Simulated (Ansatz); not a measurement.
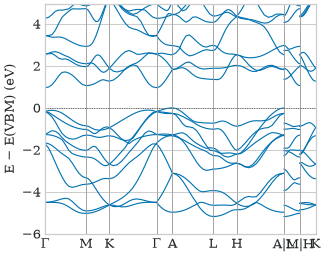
Figure. Band structure from plane-wave PAW r²SCAN (Ansatz code)

Q: Read off the gap and where the band edges lie.

A: About 1.0 eV (0.96 eV by a search for the band edges); maximum at A, minimum at Γ.

The material is HgTe in space group P3_121 (No. 152; Hg on 3a, Te on 3b).

The workflow started from a Materials Project entry (that database holds measured and hypothetical structures alike); the Crystallography Open Database copy checked does not list it. It is not the phase usual at ambient conditions (space group No. 216). The r²SCAN relaxation kept the symmetry of its start; its stability against distortions is not shown here. Scalar-relativistic: spin–orbit coupling is off unless named, which matters more the heavier the elements.

Potentials: the later of the program's two PAW sets.
